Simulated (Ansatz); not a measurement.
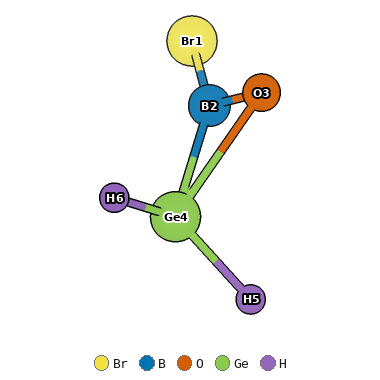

The system is BBrGeH₂O (SMILES Br[B]1[O][GeH2]1) with the probe H2; the picture shows it without the atoms that are moved over the map. 
- The probe is moved over a plane parallel to the molecule's main plane, 3.76 Å above it.
- First axis: x of the probe's H atom. Second axis: y of the probe's H atom.
- Nothing is relaxed (molecule and probe rigid, the probe upright with H nearest the plane).
- The scan uses an 11 × 9 grid.
- Points are written as (first, second).
- Energies: kJ/mol, counted from molecule and probe far apart, each relaxed in its own basis (no counterpoise correction).
- The calculation used RKS PBE-D4/def2-SVPD in Ansatz.

Range: x of the probe's H atom from −3.55 to 3.55 Å; y of the probe's H atom from −2.84 to 2.84 Å.

What will the energy surface look like?

The lowest grid point is at (−1.42 Å, 0.00 Å), −2.50 kJ/mol from molecule and probe far apart, each relaxed in its own basis (no counterpoise correction). A higher local minimum lies near (1.42 Å, 0.00 Å) (0.06 kJ/mol above the lowest at that grid point). The highest grid point, (−3.55 Å, −2.84 Å), lies 1.94 kJ/mol above the lowest. On the interpolated surface the easiest way out of the lowest well to the well at about (1.25 Å, 0.12 Å) passes a barrier of about 0.13 kJ/mol, counted from the interpolated bottom of the well. Near the minimum the curvatures are about 0.0044 and 0.0056 eV/Å² along the soft and the stiff direction.

```
y of the probe's H atom ↓, x of the probe's H atom →  −3.55  −2.84  −2.13  −1.42  −0.71   0.00   0.71   1.42   2.13   2.84   3.55
                                                2.84  −0.95  −1.14  −1.25  −1.28  −1.26  −1.22  −1.21  −1.19  −1.12  −0.98  −0.77
                                                2.13  −1.44  −1.65  −1.76  −1.80  −1.74  −1.70  −1.71  −1.70  −1.60  −1.39  −1.09
                                                1.42  −1.93  −2.02  −2.08  −2.18  −2.13  −2.09  −2.14  −2.14  −2.00  −1.75  −1.38
                                                0.71  −2.28  −2.28  −2.22  −2.38  −2.36  −2.30  −2.36  −2.39  −2.26  −1.97  −1.56
                                                0.00  −2.19  −2.29  −2.33  −2.50  −2.46  −2.38  −2.42  −2.44  −2.32  −2.01  −1.59
                                               −0.71  −1.77  −2.05  −2.26  −2.42  −2.40  −2.35  −2.36  −2.32  −2.17  −1.87  −1.46
                                               −1.42  −1.27  −1.61  −1.89  −2.11  −2.18  −2.16  −2.13  −2.03  −1.85  −1.56  −1.20
                                               −2.13  −0.85  −1.12  −1.40  −1.64  −1.78  −1.77  −1.69  −1.57  −1.39  −1.15  −0.87
                                               −2.84  −0.56  −0.75  −0.95  −1.14  −1.26  −1.27  −1.18  −1.06  −0.92  −0.75  −0.59
```

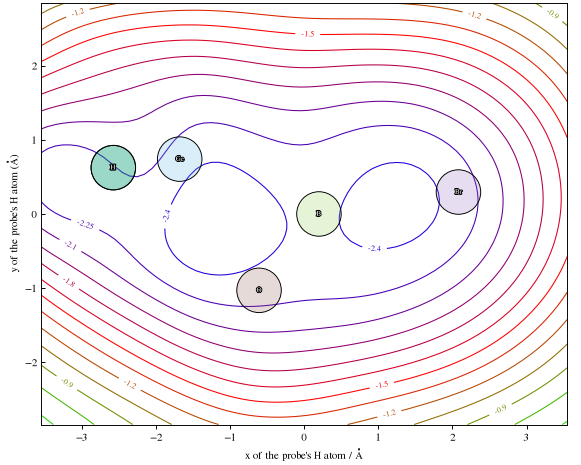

In the figure: contour lines labelled in kJ/mol, labelled circles for the molecule's atoms, projected on the plane. Between grid points the surface is interpolated.

Time for the 99 points that were run: 12 min on 1 thread of Intel(R) Xeon(R) Platinum 8375C CPU @ 2.90GHz (Ice Lake) (shared host).
